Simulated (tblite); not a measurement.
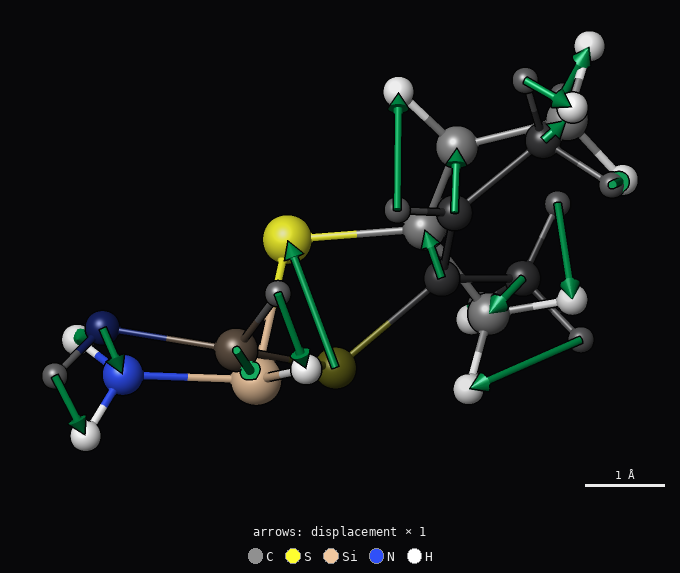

This is a relaxation of C₄H₁₀NSSi (multiplicity 2). The starting structure is drawn faded, the final one solid; green arrows show the displacements, at their true length. The two geometries are superimposed by the best rigid fit.

A ball-and-stick model, seen from a free direction.

These are results of tblite, GFN2-xTB geometry optimisation, gas phase, not measurements. 

> Describe the change and its energy.

The S atom moves most after the best rigid fit: 1.76 Å. Largest moves by element: S 1.76 Å, H 1.71 Å, C 0.89 Å, Si 0.81 Å, N 0.65 Å. Near-neighbour distances that change, for instance: H–N 1.066 → 1.007 Å, S–Si 2.110 → 2.169 Å, C–H 1.141 → 1.090 Å, N–Si 1.765 → 1.722 Å. Bond angles that change, for instance: S–Si–N 115.7° → 103.3°, C–C–C 117.5° → 128.2°, C–S–Si 108.5° → 98.3°. Groups turn about C–S by about 115°, C–C by about 70°, S–Si by about 50°. The energy falls by 78.1 kJ/mol in 219 geometry steps.
